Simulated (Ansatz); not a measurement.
# C4H6O (trans-Crotonaldehyde) at CCSD/def2-SVP

Aim: the vertical ionisation energy of C4H6O (trans-Crotonaldehyde) at CCSD/def2-SVP, from 2 runs. 

Program for the calculation: Ansatz 0.2.0.

53 further runs of the same task are left out: 53 set aside as unsound or not needed.

## (1) The molecule

The species is C4H6O (11 atoms), meant as a singlet with charge 0. As SMILES, `C/C=C/C=O`. The coordinates come from a PBE0-D4/def2-TZVP relaxation. This is one conformer, not always the lowest.

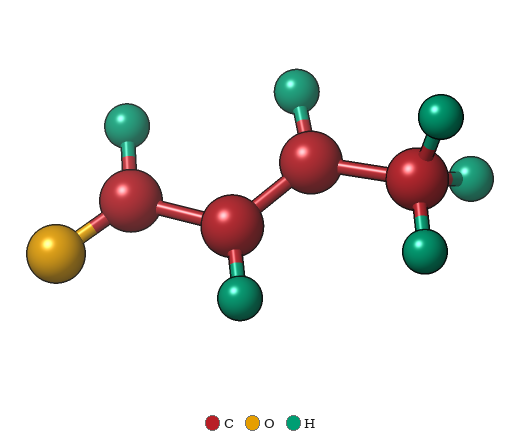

The structure, seen from a chosen angle (carbon red, oxygen amber, hydrogen teal).

## (2) The energy at CCSD/def2-SVP

File run.yaml:

```yaml
crystal:
  periodic: [false, false, false]
  atoms:
    - {symbol: C, position_ang: [-0.432600, 0.400540, 1.653910]}
    - {symbol: C, position_ang: [-0.156130, -0.285030, 0.368750]}
    - {symbol: C, position_ang: [0.273040, 0.298030, -0.751310]}
    - {symbol: C, position_ang: [0.508950, -0.492070, -1.956960]}
    - {symbol: O, position_ang: [0.895640, -0.044370, -3.007470]}
    - {symbol: H, position_ang: [-0.242970, 1.472560, 1.592200]}
    - {symbol: H, position_ang: [-1.473330, 0.245560, 1.955970]}
    - {symbol: H, position_ang: [0.185400, -0.019180, 2.454080]}
    - {symbol: H, position_ang: [-0.321000, -1.362490, 0.346010]}
    - {symbol: H, position_ang: [0.461820, 1.365990, -0.812910]}
    - {symbol: H, position_ang: [0.301180, -1.579560, -1.842250]}
basis:
  gaussian:
    orbitals: def2-SVP
scf:
  omitted_lower_state_checks: [cluster_reference, increment]
correlation:
  method: ccsd
  frozen_orbitals: {C: 1, H: 0, O: 1}
accuracy: high
```

The run is started by

```console
ansatz run run.yaml --threads 1 --pin off --max-ram 3480MiB --events-out events.jsonl --progress --plain --runs-dir runs
```

What it wrote:

```text
Warning: RAYON_NUM_THREADS=1 ignored (pool sized by the plan → 1); use --threads N
Functional definition: HF
  name "HF"
  exchange = exact_x
  correlation = 0
these checks for a lower state are left out or cut short: cluster_reference, increment
2439 factors; integrals over basis functions are off by at most 4.5e-9 eV
mean field evaluation 1: about -6244.7790 eV, gradient 3.8e1 eV
mean field evaluation 2: about -6244.9006 eV, gradient 3.8e1 eV
mean field evaluation 4: about -6248.5033 eV, gradient 4.9e0 eV
mean field evaluation 8: about -6248.5995 eV, gradient 2.0e-1 eV
mean field evaluation 16: about -6248.5998 eV, gradient 2.4e-8 eV
mean field -6248.59981659 eV, -229.6318078068 hartree, gradient 2.4e-8 eV, S^2 0.000000; 0 other end points of the search recorded, 0 dependent functions left out; unrestricted orbitals would lower it
5 core orbitals not correlated: weight in the atoms' cores, before any rotation towards them, 1.000 or more for the frozen orbitals, at most 0.000 for the correlated occupied ones
reference -6248.59981659 eV, -229.6318078068 hartree; 14, 14 occupied and 81, 81 virtual orbitals, 2439 factors
second order -19.44657357 eV of doubles, -0.00000000 eV of singles
cycle   1  -19.92704037 eV  change   -4.8e-1 eV  update   1.1e-1
cycle   2  -20.47735988 eV  change   -5.5e-1 eV  update   3.6e-2
cycle   3  -20.64401693 eV  change   -1.7e-1 eV  update   2.1e-2
cycle   4  -20.64302873 eV  change    9.9e-4 eV  update   5.6e-3
cycle   5  -20.64217794 eV  change    8.5e-4 eV  update   2.8e-3
cycle   6  -20.64308120 eV  change   -9.0e-4 eV  update   8.5e-4
cycle   7  -20.64275423 eV  change    3.3e-4 eV  update   3.7e-4
cycle   8  -20.64270017 eV  change    5.4e-5 eV  update   1.1e-4
cycle   9  -20.64272729 eV  change   -2.7e-5 eV  update   4.2e-5
cycle  10  -20.64273020 eV  change   -2.9e-6 eV  update   1.4e-5
cycle  11  -20.64272443 eV  change    5.8e-6 eV  update   4.9e-6
cycle  12  -20.64273026 eV  change   -5.8e-6 eV  update   2.2e-6
cycle  13  -20.64273060 eV  change   -3.4e-7 eV  update   8.2e-7
cycle  14  -20.64273170 eV  change   -1.1e-6 eV  update   3.6e-7
cycle  15  -20.64273203 eV  change   -3.3e-7 eV  update   1.1e-7
cycle  16  -20.64273206 eV  change   -2.9e-8 eV  update   4.9e-8
cycle  17  -20.64273208 eV  change   -1.7e-8 eV  update   3.1e-8
cycle  18  -20.64273293 eV  change   -8.6e-7 eV  update   1.4e-7
cycle  19  -20.64273293 eV  change    4.7e-9 eV  update   4.3e-8
cycle  20  -20.64273299 eV  change   -6.6e-8 eV  update   1.7e-8
cycle  21  -20.64273301 eV  change   -1.3e-8 eV  update   6.2e-9
cycle  22  -20.64273301 eV  change   -1.1e-9 eV  update   1.8e-9
Total energy: -6269.24254960 eV, -230.3904142527 hartree
Checks for a lower state left out: cluster_reference, increment
```

Run time: 38 s. Hardware: 1 thread of Arm Neoverse V1, shared host; peak memory 0.81 GiB.

## (3) The doublet cation

run.yaml: that of step 2 with these lines changed.

```diff
@@ -17,4 +17,6 @@
     orbitals: def2-SVP
-scf:
-  omitted_lower_state_checks: [cluster_reference, increment]
+total_charge: 1
+magnetization:
+  spin_polarized: true
+  initial_magnetization: 1
 correlation:
@@ -23 +25,3 @@
 accuracy: high
+scf:
+  omitted_lower_state_checks: [cluster_reference, increment]
```

The run is started by

```console
ansatz run run.yaml --threads 1 --pin off --max-ram 3480MiB --events-out events.jsonl --progress --plain --runs-dir runs
```

What it wrote:

```text
Warning: RAYON_NUM_THREADS=1 ignored (pool sized by the plan → 1); use --threads N
[... 4 set-up lines as earlier in the session ...]
these checks for a lower state are left out or cut short: cluster_reference, increment
2439 factors; integrals over basis functions are off by at most 4.5e-9 eV
mean field evaluation 1: about -6234.3069 eV, gradient 2.9e1 eV
mean field evaluation 2: about -6234.4478 eV, gradient 2.9e1 eV
mean field evaluation 4: about -6239.5794 eV, gradient 5.1e0 eV
mean field evaluation 8: about -6240.2568 eV, gradient 6.1e-1 eV
mean field evaluation 16: about -6240.2709 eV, gradient 9.4e-6 eV
mean field evaluation 32: about -6233.7578 eV, gradient 1.1e1 eV
mean field -6240.27090057 eV, -229.3257257884 hartree, gradient 3.3e-8 eV, S^2 0.787826; 5 other end points of the search recorded, 0 dependent functions left out
5 core orbitals not correlated: weight in the atoms' cores, before any rotation towards them, 1.000 or more for the frozen orbitals, at most 0.000 for the correlated occupied ones
reference -6240.27090057 eV, -229.3257257884 hartree; 14, 13 occupied and 81, 82 virtual orbitals, 2439 factors
second order -17.84002792 eV of doubles, -0.00000000 eV of singles
cycle   1  -18.64818677 eV  change   -8.1e-1 eV  update   1.2e-1
cycle   2  -19.22350945 eV  change   -5.8e-1 eV  update   4.1e-2
cycle   3  -19.40985771 eV  change   -1.9e-1 eV  update   3.1e-2
cycle   4  -19.43612695 eV  change   -2.6e-2 eV  update   1.6e-2
cycle   5  -19.44047411 eV  change   -4.3e-3 eV  update   9.1e-3
cycle   6  -19.44765353 eV  change   -7.2e-3 eV  update   3.7e-3
cycle   7  -19.45026672 eV  change   -2.6e-3 eV  update   1.7e-3
cycle   8  -19.45086558 eV  change   -6.0e-4 eV  update   7.4e-4
cycle   9  -19.45099721 eV  change   -1.3e-4 eV  update   3.7e-4
cycle  10  -19.45086244 eV  change    1.3e-4 eV  update   1.9e-4
cycle  11  -19.45083855 eV  change    2.4e-5 eV  update   9.4e-5
cycle  12  -19.45087673 eV  change   -3.8e-5 eV  update   4.3e-5
cycle  13  -19.45087995 eV  change   -3.2e-6 eV  update   2.1e-5
cycle  14  -19.45089078 eV  change   -1.1e-5 eV  update   1.1e-5
cycle  15  -19.45089251 eV  change   -1.7e-6 eV  update   5.1e-6
cycle  16  -19.45089518 eV  change   -2.7e-6 eV  update   2.8e-6
cycle  17  -19.45089632 eV  change   -1.1e-6 eV  update   1.6e-6
cycle  18  -19.45089638 eV  change   -6.1e-8 eV  update   8.6e-7
cycle  19  -19.45089633 eV  change    5.5e-8 eV  update   4.5e-7
cycle  20  -19.45089601 eV  change    3.2e-7 eV  update   2.7e-7
cycle  21  -19.45089587 eV  change    1.4e-7 eV  update   1.6e-7
cycle  22  -19.45089571 eV  change    1.6e-7 eV  update   1.0e-7
cycle  23  -19.45089568 eV  change    3.1e-8 eV  update   7.1e-8
cycle  24  -19.45089568 eV  change   6.7e-10 eV  update   5.8e-8
cycle  25  -19.45089568 eV  change    4.2e-9 eV  update   5.1e-8
cycle  26  -19.45089531 eV  change    3.7e-7 eV  update   1.4e-7
cycle  27  -19.45089532 eV  change   -1.3e-8 eV  update   5.5e-8
cycle  28  -19.45089532 eV  change  -4.1e-10 eV  update   3.8e-8
cycle  29  -19.45089532 eV  change  -5.2e-10 eV  update   3.1e-8
cycle  30  -19.45089534 eV  change   -2.1e-8 eV  update   2.4e-8
cycle  31  -19.45089534 eV  change   9.6e-10 eV  update   1.4e-8
cycle  32  -19.45089535 eV  change   -1.7e-9 eV  update   6.5e-9
cycle  33  -19.45089534 eV  change   6.1e-10 eV  update   3.1e-9
cycle  34  -19.45089534 eV  change    2.1e-9 eV  update   1.5e-9
cycle  35  -19.45089534 eV  change    1.3e-9 eV  update  7.2e-10
Total energy: -6259.72179591 eV, -230.0405330079 hartree
Checks for a lower state left out: cluster_reference, increment
```

It took 3.2 min on 1 thread of Arm Neoverse V1, shared host; peak memory 1.7 GiB.

## (4) Summary of results

At CCSD/def2-SVP, 5 core orbitals frozen:

```
                                                   quantity          value
                                singlet C4H6O: total energy  -230.39041 Eh
 singlet C4H6O: correlation energy (5 core orbitals frozen)     -758.6 mEh
                               singlet C4H6O: T1 diagnostic          0.014
                               doublet cation: total energy  -230.04053 Eh
doublet cation: correlation energy (5 core orbitals frozen)     -714.8 mEh
          doublet cation: ⟨S²⟩ of the reference determinant          0.788
                              doublet cation: T1 diagnostic          0.027
         vertical ionisation energy (to the doublet cation)       9.521 eV
```

In words: Removing an electron at fixed nuclei costs 9.52 eV (919 kJ/mol). The restricted solution (singlet C4H6O) is unstable to spin breaking: an unrestricted one lies lower.
